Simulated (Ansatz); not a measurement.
# Si₂H₅+ (SMILES [SiH2+][SiH3]): functionals against CCSD(T) at one geometry

How do the functionals fare away from a minimum? The structure is a structure displaced at random from a GFN2-xTB minimum.

Program: Ansatz 0.2.0, Gaussian basis. Level of theory: single points in def2-TZVPP. These are calculated values, not measurements.

Correlated methods freeze the cores.

## 1. The system as given

SMILES `[SiH2+][SiH3]`, 7 atoms, charge 1, spin multiplicity 1.

Atoms are counted from 1 here; the program's logs count them from 0.

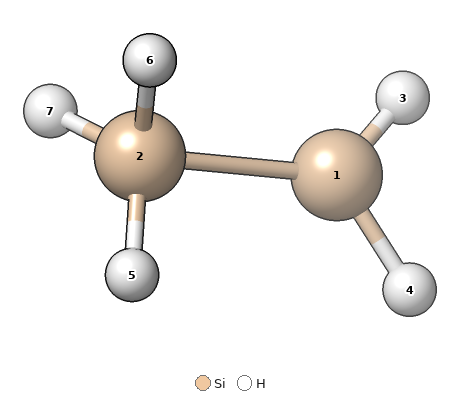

The starting geometry (silicon light orange, hydrogen white); atoms are numbered from 1 in the order of the file.

Geometry (Å):

```xyz
7
charge 1, multiplicity 1
Si   -0.45290   -1.20090    0.08890
Si    0.36020    1.01250   -0.06100
H    -0.26580   -2.08750    0.96540
H    -1.29060   -1.89180   -0.93460
H    -0.37080    1.41120   -1.22260
H    -0.17240    1.75130    1.16360
H     1.80720    1.08890    0.01050
```

## 2. CCSD(T)/def2-TZVPP

Contents of run/in.yaml:

```yaml
crystal:
  periodic: [false, false, false]
  atoms:
    - {symbol: Si, position_ang: [-0.452900, -1.200900, 0.088900]}
    - {symbol: Si, position_ang: [0.360200, 1.012500, -0.061000]}
    - {symbol: H, position_ang: [-0.265800, -2.087500, 0.965400]}
    - {symbol: H, position_ang: [-1.290600, -1.891800, -0.934600]}
    - {symbol: H, position_ang: [-0.370800, 1.411200, -1.222600]}
    - {symbol: H, position_ang: [-0.172400, 1.751300, 1.163600]}
    - {symbol: H, position_ang: [1.807200, 1.088900, 0.010500]}
basis:
  gaussian: {orbitals: def2-TZVPP}
total_charge: 1
correlation: {method: ccsd_t}
output: {forces: true}
```

No record of the launch command was kept for these runs.

## 3. PBE0-D4/def2-TZVPP

run/in.yaml, as its differences from that of step 2:

```diff
@@ -13,3 +13,3 @@
 total_charge: 1
-correlation: {method: ccsd_t}
-output: {forces: true}
+hamiltonian: {xc: pbe0, dispersion: d4}
+output: {forces: true, orbitals: {seedname: orbitals}}
```

## 4. wB97M-V/def2-TZVPP

run/in.yaml, as its differences from that of step 3:

```diff
@@ -13,3 +13,3 @@
 total_charge: 1
-hamiltonian: {xc: pbe0, dispersion: d4}
-output: {forces: true, orbitals: {seedname: orbitals}}
+hamiltonian: {xc: {name: wB97M-V}}
+output: {forces: true}
```

## 5. r2SCAN-D4/def2-TZVPP

run/in.yaml, as its differences from that of step 4:

```diff
@@ -13,3 +13,3 @@
 total_charge: 1
-hamiltonian: {xc: {name: wB97M-V}}
+hamiltonian: {xc: r2scan, dispersion: d4}
 output: {forces: true}
```

## 6. PBE-D4/def2-TZVPP

run/in.yaml, as its differences from that of step 5:

```diff
@@ -13,3 +13,3 @@
 total_charge: 1
-hamiltonian: {xc: r2scan, dispersion: d4}
+hamiltonian: {xc: pbe, dispersion: d4}
 output: {forces: true}
```

## 7. revPBE-D4/def2-TZVPP

run/in.yaml, as its differences from that of step 6:

```diff
@@ -13,3 +13,3 @@
 total_charge: 1
-hamiltonian: {xc: pbe, dispersion: d4}
+hamiltonian: {xc: {name: revPBE}, dispersion: d4}
 output: {forces: true}
```

## 8. BHLYP-D4/def2-TZVPP

run/in.yaml, as its differences from that of step 7:

```diff
@@ -13,3 +13,3 @@
 total_charge: 1
-hamiltonian: {xc: {name: revPBE}, dispersion: d4}
+hamiltonian: {xc: {name: BHLYP}, dispersion: d4}
 output: {forces: true}
```

(Steps that only read results are left out.)

What does the calculation give? Wanted: energy less free atoms, CCSD(T)/def2-TZVPP; RMS force component; RMS force error; HOMO and LUMO, PBE0-D4; T1 diagnostic.

The runs gave:

| quantity | value |
| --- | --- |
| energy less free atoms, CCSD(T)/def2-TZVPP | -238.3 kcal/mol |
| RMS force component | 1.990 to 2.092 eV/Å over the methods |
| RMS force error | PBE0-D4 0.106, wB97M-V 0.055, r2SCAN-D4 0.118, PBE-D4 0.213, revPBE-D4 0.205, BHLYP-D4 0.101 eV/Å |
| HOMO and LUMO, PBE0-D4 | -14.98 and -9.54 eV |
| T1 diagnostic | 0.014 |

In words: Against CCSD(T) the functionals' energies less atoms differ by -11.7 to +4.8 kcal/mol, PBE-D4 by +0.5 kcal/mol. A larger basis would deepen the CCSD(T) value, while the functionals are nearly converged already, so the order here is not reliable. For forces wB97M-V does best and PBE-D4 worst. Frozen-core CCSD(T) forces in triple zeta carry basis errors of their own, and this is one geometry, so small gaps rank nothing.
